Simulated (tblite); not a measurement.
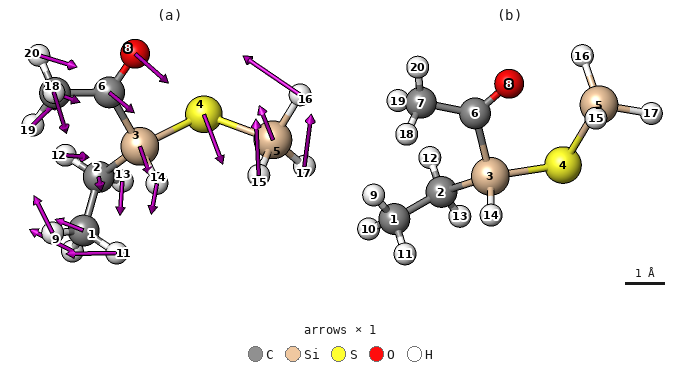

The structure of C4H12OSSi2 before (left) and after (right) a relaxation, at one scale. The purple arrows give the displacements, at their true length.

Style: ball-and-stick. Shown at a tilt.

All numbers below come from tblite, GFN2-xTB geometry optimisation, gas phase. 

> Summarise the run.

H16 moves most after the best rigid fit: 1.97 Å. Largest moves by element: H 1.97 Å, S 1.43 Å, O 1.19 Å, Si 1.04 Å, C 0.88 Å. Some distances before and after: Si5–O8 4.431 → 2.565 Å, Si3–C6 1.842 → 1.927 Å, S4–Si5 2.146 → 2.190 Å, C1–H10 1.132 → 1.088 Å. Bond angles that change, for instance: S4–Si5–H17 109.9° → 97.1°, H15–Si5–H16 110.8° → 122.2°, C6–C7–H20 105.8° → 111.5°. Groups turn about Si3–S4 by about 85°, C6–C7 by about 55°, S4–Si5 by about 40°. After 188 geometry steps the energy has fallen by 68.0 kJ/mol.
